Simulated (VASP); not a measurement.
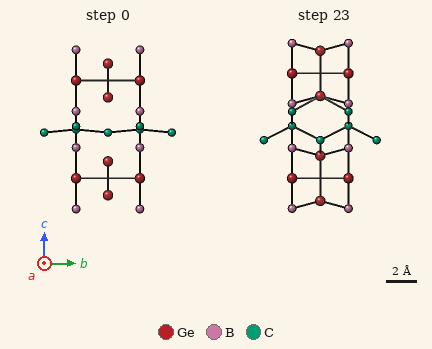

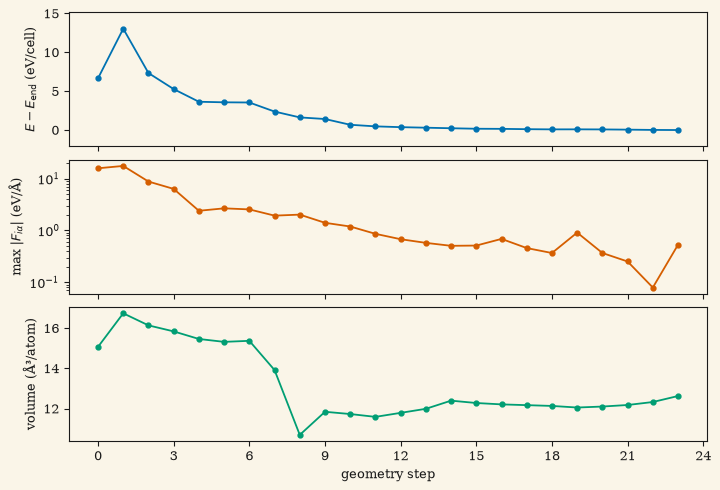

First and last geometry of a relaxation of a crystal of Ge$_{3}$B$_{2}$C$_{3}$ (a generated structure, set up in P-4m2), with the history of the run. Style: ball-and-stick. Shown: the cell of the calculation, along the a axis.

The run lets cell and atoms move.

These are results of Kohn-Sham DFT of a periodic cell, PBE, VASP PAW PBE potentials, recommended (VASP 6.6.1), not measurements.

Input file:
```
PREC     = Normal         # precision mode
ENCUT    = 520            # plane-wave cutoff, eV
EDIFF    = 1E-4           # SCF threshold, eV
ISMEAR   = 0              # smearing method
SIGMA    = 0.15           # smearing width, eV
LREAL    = F              # projectors in reciprocal space
LASPH    = T              # aspherical terms in the spheres
NELM     = 60             # most SCF steps
ALGO     = Fast           # electronic algorithm
ISIF     = 3              # what is computed and relaxed
LWAVE    = F              # write WAVECAR
LCHARG   = F              # write CHGCAR
GGA      = PE             # functional
IBRION   = 2              # ionic algorithm
NSW      = 24             # ionic steps
EDIFFG   = -0.08          # ionic threshold
```

Launched with:
```bash
cat potpaw_PBE.64/Ge_d/POTCAR potpaw_PBE.64/B/POTCAR potpaw_PBE.64/C/POTCAR > POTCAR
mpirun -np 1 vasp_std > vasp.out
```

### What do the curves and the structures tell?

The relaxation stopped without meeting its thresholds, so the last structure isn't shown to be converged. Over 23 geometry steps the energy falls by 6.660 eV per cell of the calculation. Largest force component: 16 eV/Å at the start, 0.53 eV/Å at the end. Pressure: 8.87 GPa at the start and −1.29 GPa at the end. The largest moves relative to the cell, 0.73 Å, are those of C atoms. By element the largest moves are C 0.73 Å, Ge 0.30 Å, B 0.18 Å. The volume changes by −16.2 %, with a = b 4.286 → 3.787 Å (−11.6 %), c 6.564 → 7.043 Å (+7.3 %). Near-neighbour distances that change, for instance: Ge–Ge 2.269 → 3.036 Å, C–Ge 2.887 → 2.162 Å, B–Ge 3.170 → 2.727 Å, B–C 2.367 → 1.966 Å. New bonds form, among them: C–Ge (2.89 → 2.16 Å). The space group stays P-4m2 (No. 115). At step 1 the optimiser overshot: the energy rose above the start, and later steps came back. The volume changes by over a tenth within one run on a fixed set of plane waves, so the end point should be relaxed again from the new cell.

```json
{"step": "0", "E − E(0), meV/atom": "0.00", "largest force component, eV/Å": "15.8272", "pressure, GPa": "8.87", "volume, Å³/atom": "15.071"}
{"step": "1", "E − E(0), meV/atom": "797.63", "largest force component, eV/Å": "17.5539", "pressure, GPa": "1.71", "volume, Å³/atom": "16.739"}
{"step": "2", "E − E(0), meV/atom": "84.28", "largest force component, eV/Å": "8.7761", "pressure, GPa": "-11.97", "volume, Å³/atom": "16.139"}
{"step": "3", "E − E(0), meV/atom": "-173.73", "largest force component, eV/Å": "6.3306", "pressure, GPa": "-14.33", "volume, Å³/atom": "15.840"}
{"step": "4", "E − E(0), meV/atom": "-377.52", "largest force component, eV/Å": "2.3958", "pressure, GPa": "-10.65", "volume, Å³/atom": "15.463"}
{"step": "5", "E − E(0), meV/atom": "-386.44", "largest force component, eV/Å": "2.6709", "pressure, GPa": "-7.11", "volume, Å³/atom": "15.319"}
{"step": "6", "E − E(0), meV/atom": "-389.31", "largest force component, eV/Å": "2.5471", "pressure, GPa": "-8.97", "volume, Å³/atom": "15.371"}
{"step": "7", "E − E(0), meV/atom": "-535.26", "largest force component, eV/Å": "1.9314", "pressure, GPa": "-6.06", "volume, Å³/atom": "13.917"}
{"step": "8", "E − E(0), meV/atom": "-629.09", "largest force component, eV/Å": "2.0202", "pressure, GPa": "19.36", "volume, Å³/atom": "10.692"}
{"step": "9", "E − E(0), meV/atom": "-655.05", "largest force component, eV/Å": "1.4046", "pressure, GPa": "6.46", "volume, Å³/atom": "11.841"}
{"step": "10", "E − E(0), meV/atom": "-747.78", "largest force component, eV/Å": "1.1917", "pressure, GPa": "1.35", "volume, Å³/atom": "11.730"}
{"step": "11", "E − E(0), meV/atom": "-773.34", "largest force component, eV/Å": "0.8611", "pressure, GPa": "1.67", "volume, Å³/atom": "11.589"}
{"step": "12", "E − E(0), meV/atom": "-786.12", "largest force component, eV/Å": "0.6779", "pressure, GPa": "0.29", "volume, Å³/atom": "11.788"}
{"step": "13", "E − E(0), meV/atom": "-794.79", "largest force component, eV/Å": "0.5761", "pressure, GPa": "-0.32", "volume, Å³/atom": "11.990"}
{"step": "14", "E − E(0), meV/atom": "-803.71", "largest force component, eV/Å": "0.5056", "pressure, GPa": "-1.04", "volume, Å³/atom": "12.395"}
{"step": "15", "E − E(0), meV/atom": "-811.66", "largest force component, eV/Å": "0.5112", "pressure, GPa": "-0.50", "volume, Å³/atom": "12.278"}
{"step": "16", "E − E(0), meV/atom": "-813.47", "largest force component, eV/Å": "0.6873", "pressure, GPa": "0.24", "volume, Å³/atom": "12.209"}
{"step": "17", "E − E(0), meV/atom": "-818.61", "largest force component, eV/Å": "0.4576", "pressure, GPa": "0.47", "volume, Å³/atom": "12.172"}
{"step": "18", "E − E(0), meV/atom": "-821.77", "largest force component, eV/Å": "0.3672", "pressure, GPa": "1.45", "volume, Å³/atom": "12.132"}
{"step": "19", "E − E(0), meV/atom": "-821.13", "largest force component, eV/Å": "0.9095", "pressure, GPa": "4.01", "volume, Å³/atom": "12.053"}
{"step": "20", "E − E(0), meV/atom": "-822.63", "largest force component, eV/Å": "0.3675", "pressure, GPa": "2.77", "volume, Å³/atom": "12.102"}
{"step": "21", "E − E(0), meV/atom": "-826.12", "largest force component, eV/Å": "0.2519", "pressure, GPa": "1.62", "volume, Å³/atom": "12.179"}
{"step": "22", "E − E(0), meV/atom": "-830.62", "largest force component, eV/Å": "0.0793", "pressure, GPa": "0.39", "volume, Å³/atom": "12.327"}
{"step": "23", "E − E(0), meV/atom": "-832.46", "largest force component, eV/Å": "0.5306", "pressure, GPa": "-1.29", "volume, Å³/atom": "12.626"}
```

Limits of the set-up: layers or molecules are held without a dispersion correction, so their spacing is unreliable.
